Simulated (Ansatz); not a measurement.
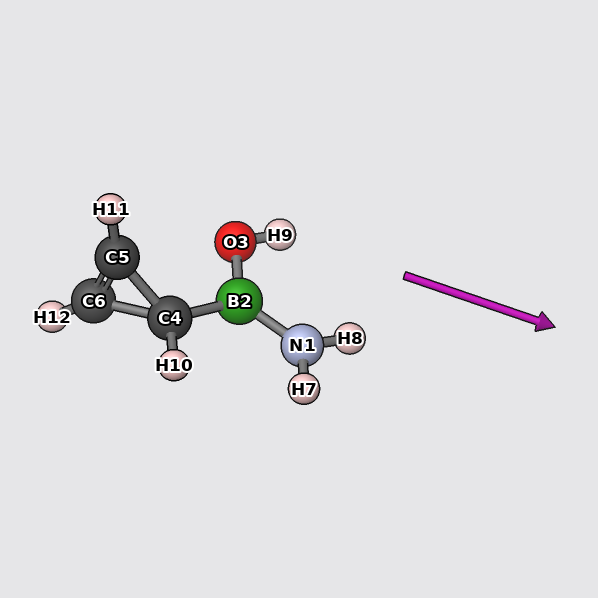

The arrow beside the molecule shows the direction of the dipole moment, from the negative to the positive end (its length means nothing). The geometry was computed by an optimisation with PBE-D4/def2-SVP. No frequency run is at hand to confirm it as a minimum. Properties computed with RKS PBE-D4/def2-SVP (Ansatz 0.2.0).

> How large is the dipole moment?

2.22 D; it points from the side of H11, H12 to the side of H8 (the outermost atoms at the two ends).
